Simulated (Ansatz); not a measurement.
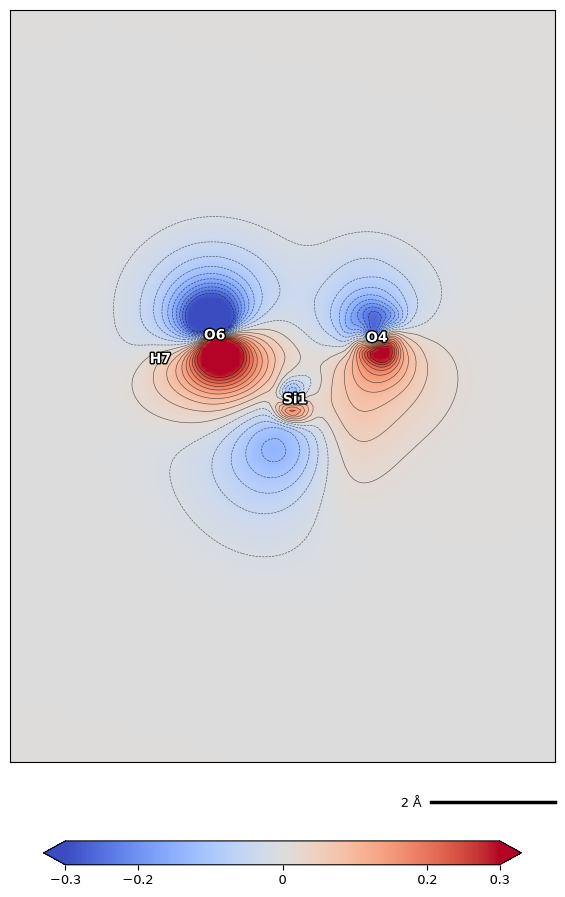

*H4O3Si···H2. The HOMO on the plane of atoms O4, Si1 and O6 (values in Å⁻³ᐟ²; the overall sign is arbitrary).*

Computed with RKS r2SCANh-D4/def2-SVP in Ansatz 0.2.0.

Input

```
crystal:
  periodic: [false, false, false]
  atoms:
    - { symbol: Si, position_ang: [-0.069867, -0.565456, -0.192297] }
    - { symbol: H, position_ang: [1.042504, 0.744462, 1.851061] }
    - { symbol: H, position_ang: [1.202145, -0.042825, -0.713702] }
    - { symbol: O, position_ang: [-1.040531, 0.60734, 0.445268] }
    - { symbol: H, position_ang: [-1.880296, 0.704224, -0.015759] }
    - { symbol: O, position_ang: [-1.010276, -1.214886, -1.398816] }
    - { symbol: H, position_ang: [-0.6825, -2.006607, -1.833135] }
    - { symbol: O, position_ang: [0.372255, -1.718842, 0.927813] }
    - { symbol: H, position_ang: [-0.325266, -2.033687, 1.512397] }
    - { symbol: H, position_ang: [1.219832, 0.057075, 1.95247] }
basis:
  gaussian: { orbitals: def2-SVP }
hamiltonian:
  xc: r2scanh
  dispersion: d4
relax:
  f_tol: 0.03
  max_steps: 50
output:
  orbitals: {}
```

Command:

```sh
ansatz run input.yaml --threads 2 --pin off --max-ram 3072MiB --backend cpu --events-out ev --progress --plain --runs-dir out
```

The fields are those of the run's last geometry, not of the input's.

What is the character of this orbital?

Answer. By Hirshfeld shares it lies mainly on O4 (about 35 %), O8 (about 20 %), Si1 (about 15 %), O6 (about 15 %) and H3 (about 10 %). Its energy is −8.24 eV.
